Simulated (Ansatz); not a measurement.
## Electronic structure of C$_{2}$H$_{6}$Al$_{2}$O in real space

```yaml
atoms:
  - { symbol: C, position_ang: [-2.0217, -0.2909, 0.0741] }
  - { symbol: Al, position_ang: [-0.2111, -0.8294, 0.5630] }
  - { symbol: C, position_ang: [0.9558, 0.6331, 1.0544] }
  - { symbol: O, position_ang: [1.8353, 1.4450, 0.8979] }
  - { symbol: Al, position_ang: [1.8524, 0.4959, -0.8778] }
  - { symbol: H, position_ang: [-2.7072, -0.4212, 0.9157] }
  - { symbol: H, position_ang: [-2.3934, -0.9028, -0.7524] }
  - { symbol: H, position_ang: [-2.0621, 0.7540, -0.2405] }
  - { symbol: H, position_ang: [0.3440, -2.1608, 1.2096] }
  - { symbol: H, position_ang: [3.2034, -0.3146, -0.9113] }
  - { symbol: H, position_ang: [1.2700, 1.5348, -1.9121] }
```

Geometry: PBE0-D4/def2-TZVP.

Level of theory: Ansatz 0.2.0, RKS PBE0-D4/def2-TZVPP.

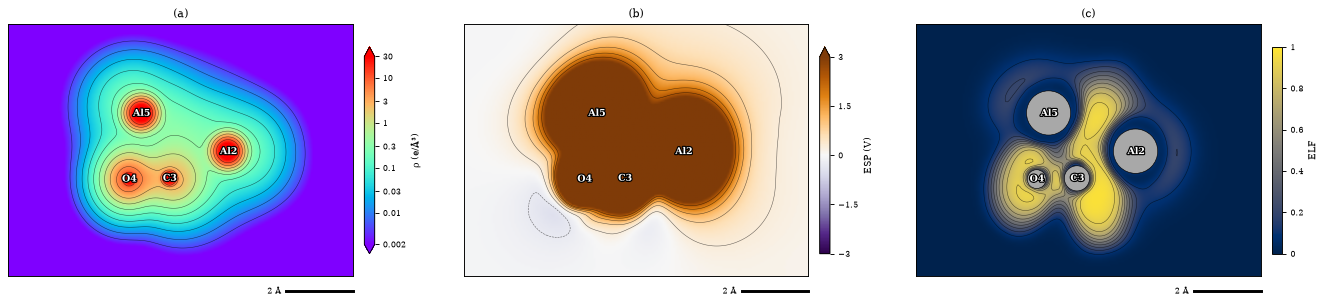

Figure 1. (a) total electron density; (b) molecular electrostatic potential; (c) ELF on the plane of atoms Al2, C3 and Al5. Grey discs cover the atomic cores in the ELF map.

Question: What does the map show?

Answer: The section cuts through Al, C and O sites.
C–O (1.21 Å): the density is about 3.4 e/Å³ at the midpoint; the ELF peaks at about 0.85 between the atoms; a multiple bond.
C–Al (1.93 Å): the density is about 0.59 e/Å³ at the midpoint; the ELF peaks at about 0.90 in the valence shell of C, 0.7 Å from its nucleus, and is about 0.65 at the midpoint.
Al–O (2.01 Å): ρ at the midpoint is about 0.43 e/Å³; the ELF peaks at about 0.85 in the valence shell of O, 0.6 Å from its nucleus, and is about 0.40 at the midpoint.
C–Al (2.13 Å): ρ at the midpoint is about 0.41 e/Å³; the ELF peaks at about 0.65 in the valence shell of C, 0.7 Å from its nucleus, and is about 0.40 at the midpoint.
The ELF also peaks beside O4, away from the bonds: lone-pair regions.
Outside the dense part of the molecule the potential is most negative (−0.5 V) near O4.

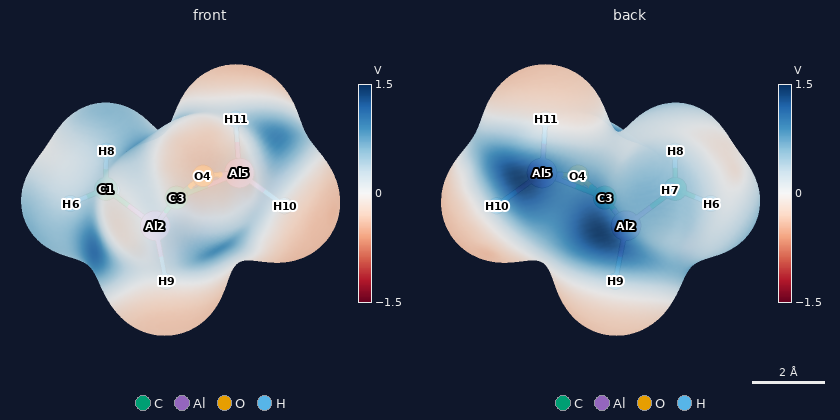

Figure 2. The molecular electrostatic potential painted on the density surface at 0.001 e/bohr³, seen from the front and from behind; red is negative and blue positive.

Question: Where is the surface potential most negative and most positive?

Answer: The most negative region (about −0.4 V, or −9 kcal/mol for a unit charge) lies over O4, H9, H10 and H11, the most positive (about +1.4 V, or +32 kcal/mol for a unit charge) over Al2 and Al5.

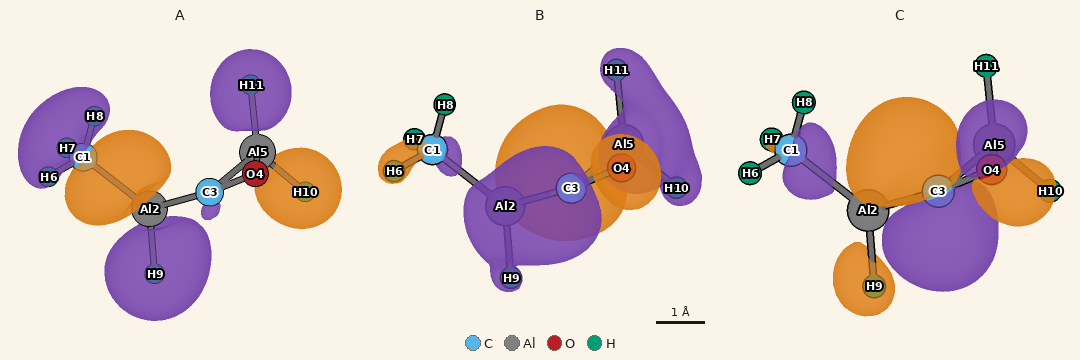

Figure 3. Three frontier orbitals at ±0.08 Å⁻³ᐟ² (orange and purple are the two phases), in no order.

Question: Which picture is the HOMO−1, the HOMO and the LUMO?

Answer: A is the HOMO−1 (−8.47 eV). Its weight (Hirshfeld) is mainly on C1 (about 30 %), Al2 (about 20 %), H9 (about 20 %), Al5 (about 10 %), H10 (about 5 %) and H11 (about 5 %). B is the HOMO (−6.46 eV). It lies mainly on C3 (about 30 %), Al5 (about 25 %), Al2 (about 20 %) and O4 (about 15 %). C is the LUMO (−2.55 eV). It lies mainly on C3 (about 50 %) and O4 (about 25 %).

Question: What is the HOMO–LUMO gap?

Answer: 3.91 eV between the orbital energies.
